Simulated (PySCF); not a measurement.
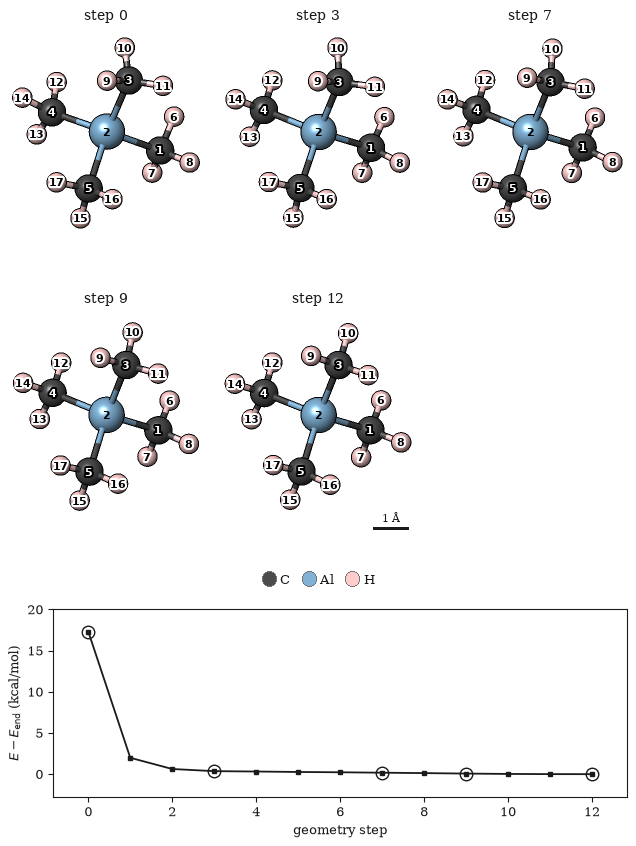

Frames of a relaxation of C4H12Al (charge −1), marked on the history of the run. A ball-and-stick model, seen at a tilt.

The start comes from GFN2-xTB. Its atoms were then displaced at random by about 0.03 Å.

These are results of PBE0-D3(BJ)/def2-SVP geometry optimisation, gas phase (PySCF), not measurements. 

Describe the path.

Over 12 geometry steps the energy falls by 17.3 kcal/mol. The atom that moves furthest after the best rigid fit is H11 (0.44 Å). Largest moves by element: H 0.44 Å, C 0.11 Å, Al 0.04 Å. Some distances before and after: C1–H6 1.189 → 1.107 Å, C1–H7 1.029 → 1.107 Å, Al2–C4 1.962 → 2.034 Å, C3–H10 1.044 → 1.107 Å. Bond angles that change, for instance: H12–C4–H13 94.4° → 106.5°, H12–C4–H14 96.6° → 106.5°, Al2–C4–H13 120.2° → 112.3°. Groups turn about Al2–C3 by about 25°. From step 0 to 3: H12 moves most (0.12 Å), energy −16.9 kcal/mol. From step 3 to 7: H11 moves most (0.15 Å), energy −0.19 kcal/mol. From step 7 to 9: H atoms move most (0.14 Å), energy −0.11 kcal/mol. From step 9 to 12: H atoms move most (0.11 Å), energy −0.07 kcal/mol.

```json
{"step": "0", "E − E(0), kcal/mol": "0.00"}
{"step": "1", "E − E(0), kcal/mol": "-15.33"}
{"step": "2", "E − E(0), kcal/mol": "-16.69"}
{"step": "3", "E − E(0), kcal/mol": "-16.95"}
{"step": "4", "E − E(0), kcal/mol": "-16.99"}
{"step": "5", "E − E(0), kcal/mol": "-17.05"}
{"step": "6", "E − E(0), kcal/mol": "-17.09"}
{"step": "7", "E − E(0), kcal/mol": "-17.14"}
{"step": "8", "E − E(0), kcal/mol": "-17.19"}
{"step": "9", "E − E(0), kcal/mol": "-17.24"}
{"step": "10", "E − E(0), kcal/mol": "-17.29"}
{"step": "11", "E − E(0), kcal/mol": "-17.31"}
{"step": "12", "E − E(0), kcal/mol": "-17.32"}
```

Limits of the set-up: the basis has no diffuse functions, which an anion needs.
